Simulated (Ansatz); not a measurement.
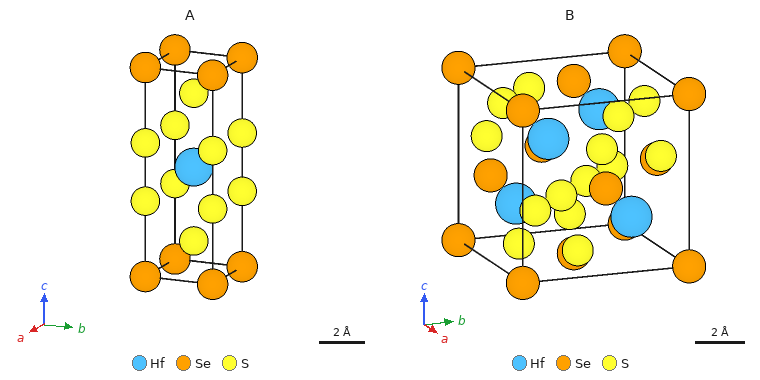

Two structures of HfSeS₄, each relaxed to rest (conventional cells in solid outline, small ones repeated, not to one scale). Method: DFT PBE, scalar-relativistic, plane waves, PAW (Ansatz), without spin polarisation.

Which two forms are compared?

Answer. A: 6 atoms a cell on a primitive tetragonal lattice, P4/mmm. B: 24 atoms a cell on a face-centred cubic lattice, F-43m.

Which structure wins energetically, and by what margin?

Answer. A is lower, by 556 meV/atom at this level of theory (energies at zero smearing). Volumes: A 17.9, B 17.0 Å³/atom.

One or both may be structure types tried for this composition rather than known phases.
